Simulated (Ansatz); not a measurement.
Input

```
crystal:
  periodic: [false, false, false]
  atoms:
    - {symbol: Sn, position_ang: [-1.615065, 1.593209, -7.383788]}
    - {symbol: Sn, position_ang: [1.687518, -1.708801, -7.256565]}
    - {symbol: Sn, position_ang: [-1.520678, -1.461386, -4.105099]}
    - {symbol: Sn, position_ang: [-1.541701, 1.470020, -1.869739]}
    - {symbol: Sn, position_ang: [1.411064, -1.346182, -1.996850]}
    - {symbol: Sn, position_ang: [1.412832, 1.340111, -3.967209]}
    - {symbol: Sn, position_ang: [-1.683209, -1.631536, 1.308587]}
    - {symbol: Sn, position_ang: [-1.598776, 1.649282, 4.384748]}
    - {symbol: Sn, position_ang: [1.694811, -1.640638, 4.385022]}
    - {symbol: Sn, position_ang: [1.675802, 1.730461, 1.223690]}
    - {symbol: Sn, position_ang: [-1.615928, -1.645510, 7.553973]}
    - {symbol: Sn, position_ang: [1.672479, 1.633167, 7.583201]}
    - {symbol: Sn, position_ang: [-3.273745, -0.055047, -5.820990]}
    - {symbol: Sn, position_ang: [-3.340932, 0.058267, -0.206084]}
    - {symbol: Sn, position_ang: [-3.252055, -0.017328, 5.938991]}
    - {symbol: Sn, position_ang: [-0.064955, -3.276977, -5.701413]}
    - {symbol: Sn, position_ang: [-0.049675, -3.188677, -0.368510]}
    - {symbol: Sn, position_ang: [0.012762, -3.280658, 5.938083]}
    - {symbol: Sn, position_ang: [0.151317, -0.001667, -8.901101]}
    - {symbol: Sn, position_ang: [-0.037178, 3.144965, -5.645852]}
    - {symbol: Sn, position_ang: [3.256277, -0.047643, -5.603006]}
    - {symbol: B, position_ang: [-0.210149, 0.005729, -2.976474]}
    - {symbol: Sn, position_ang: [-0.098745, 3.311003, -0.289427]}
    - {symbol: Sn, position_ang: [3.267634, 0.039838, -0.371785]}
    - {symbol: Sn, position_ang: [0.063220, 0.017487, 2.793535]}
    - {symbol: Sn, position_ang: [0.050800, 3.284263, 5.976141]}
    - {symbol: Sn, position_ang: [3.325496, 0.017027, 5.972738]}
    - {symbol: Sn, position_ang: [0.023985, -0.016016, 9.166901]}
    - {symbol: H, position_ang: [-2.513629, 2.675908, -8.411725]}
    - {symbol: H, position_ang: [2.698276, -2.676930, -8.295843]}
    - {symbol: H, position_ang: [-2.511525, -2.352312, -2.976285]}
    - {symbol: H, position_ang: [-2.508395, 2.352989, -3.025593]}
    - {symbol: H, position_ang: [2.229559, -2.260289, -3.241656]}
    - {symbol: H, position_ang: [2.235784, 2.276446, -2.742094]}
    - {symbol: H, position_ang: [-2.541144, -2.679502, 2.405570]}
    - {symbol: H, position_ang: [-2.566841, 2.629408, 3.315309]}
    - {symbol: H, position_ang: [2.672724, -2.617399, 3.321236]}
    - {symbol: H, position_ang: [2.632533, 2.649787, 2.356120]}
    - {symbol: H, position_ang: [-2.609059, -2.645686, 8.580039]}
    - {symbol: H, position_ang: [2.660037, 2.618678, 8.628666]}
    - {symbol: H, position_ang: [-4.147521, -1.140172, -6.860554]}
    - {symbol: H, position_ang: [-4.440729, 0.887793, -4.947940]}
    - {symbol: H, position_ang: [-4.532816, -0.823208, -1.110316]}
    - {symbol: H, position_ang: [-4.181732, 1.122188, 0.881333]}
    - {symbol: H, position_ang: [-4.223800, -1.003098, 4.887789]}
    - {symbol: H, position_ang: [-4.338401, 0.911421, 6.928058]}
    - {symbol: H, position_ang: [-1.114370, -4.173362, -6.758845]}
    - {symbol: H, position_ang: [0.825292, -4.434850, -4.763441]}
    - {symbol: H, position_ang: [-0.865411, -4.323367, -1.399765]}
    - {symbol: H, position_ang: [1.156642, -4.063274, 0.534273]}
    - {symbol: H, position_ang: [-0.968459, -4.250529, 4.880920]}
    - {symbol: H, position_ang: [0.937405, -4.369666, 6.928271]}
    - {symbol: H, position_ang: [-0.788765, -0.933973, -10.028655]}
    - {symbol: H, position_ang: [1.189261, 1.037497, -9.830962]}
    - {symbol: H, position_ang: [1.183512, 4.058127, -6.488267]}
    - {symbol: H, position_ang: [-0.925408, 4.251744, -4.645733]}
    - {symbol: H, position_ang: [4.111482, 1.108984, -6.582266]}
    - {symbol: H, position_ang: [4.441102, -0.926530, -4.690153]}
    - {symbol: H, position_ang: [0.745727, 4.497275, -1.236607]}
    - {symbol: H, position_ang: [-1.139227, 4.169037, 0.807207]}
    - {symbol: H, position_ang: [4.486684, 0.864662, -1.291025]}
    - {symbol: H, position_ang: [4.076474, -1.107078, 0.657005]}
    - {symbol: H, position_ang: [1.037921, 4.278169, 4.947850]}
    - {symbol: H, position_ang: [-0.889016, 4.348938, 6.978451]}
    - {symbol: H, position_ang: [4.314470, 1.005645, 4.941070]}
    - {symbol: H, position_ang: [4.395641, -0.921573, 6.970386]}
    - {symbol: H, position_ang: [-0.964018, 0.967736, 10.204714]}
    - {symbol: H, position_ang: [1.004029, -1.014100, 10.198541]}
basis:
  gaussian: {orbitals: def2-SVP, fitting: {mean_field: def2-universal-jkfit}, initial_orbitals: start.molden}
magnetization: {spin_polarized: true, initial_magnetization: 1}
hamiltonian: {xc: pbe0, dispersion: d4}
scf: {omitted_lower_state_checks: [starts]}
output: {forces: true, orbitals: {seedname: orbitals}}
```

Command:

```sh
ansatz run in.yaml --threads 11 --pin off --events-out ev --progress --plain --max-ram 110592MiB --backend cuda --devices 0, --max-vram 75GiB
```

Geometry: PBE-D4/def2-SVP; core potentials replace the inner electrons of Sn.

Method: UKS PBE0-D4/def2-SVP in Ansatz 0.2.0.

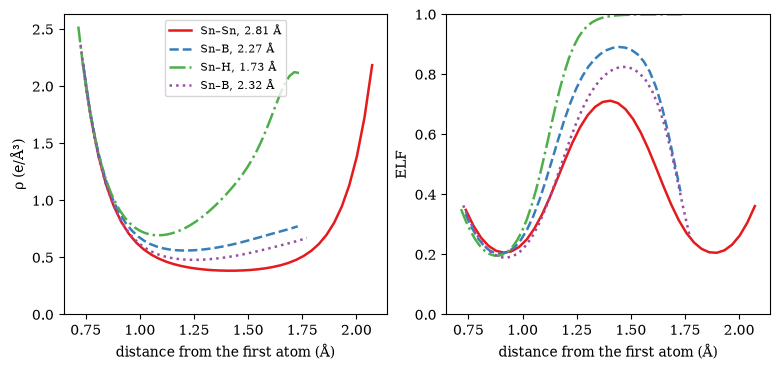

BH40Sn27 (Sn28H40 hole rod) (doublet). Electron density and ELF along straight lines between neighbouring atoms. The curves leave out the atomic cores.

> Compare the contacts.

Sn–Sn (2.81 Å): the density is about 0.38 e/Å³ at the midpoint; the ELF peaks at about 0.70 between the atoms.
Sn–B (2.27 Å): ρ at the midpoint is about 0.57 e/Å³; the ELF peaks at about 0.90 in the valence shell of B, 0.8 Å from its nucleus, and drops to about 0.20 between the two atoms.
Sn–H (1.73 Å): the density is about 1.1 e/Å³ at the midpoint; the ELF climbs to about 1 towards the hydrogen.
Sn–B (2.32 Å): ρ at the midpoint is about 0.49 e/Å³; the ELF peaks at about 0.80 in the valence shell of B, 0.8 Å from its nucleus, and drops to about 0.20 between the two atoms.
